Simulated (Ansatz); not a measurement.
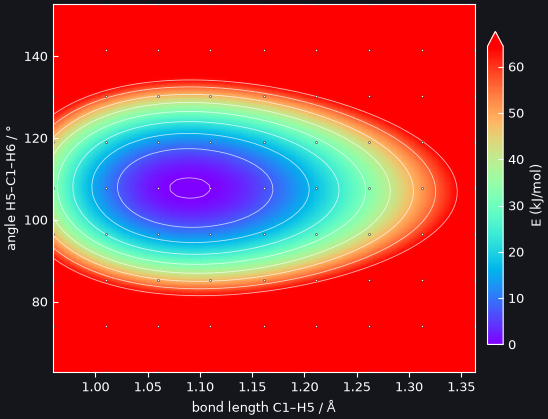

CH3CdFO, SMILES C[O][Cd][F]. Coordinates scanned: (1) bond length C1–H5; (2) angle H5–C1–H6. Nothing is relaxed (all other coordinates rigid). The grid has 9 × 9 points. Energies: kJ/mol, counted from the lowest grid point. Theory: RKS BHLYP-D4/def2-TZVP in Ansatz.

Drawn: a smooth colour map with a few white contour lines, dots at the grid points, one colour for all values above the top of the scale. Between grid points the surface is interpolated.

**Where is the minimum, and how stiff is the well along each coordinate?**

The interpolated minimum is at bond length C1–H5 ≈ 1.090 Å, angle H5–C1–H6 ≈ 107.8°. The curvatures there are about 33 eV/Å² and 6.3 eV/rad², with a cross term of about 0.4 eV/(Å·rad). Round the minimum the two coordinates are nearly uncoupled. (1 eV is 96.5 kJ/mol.)
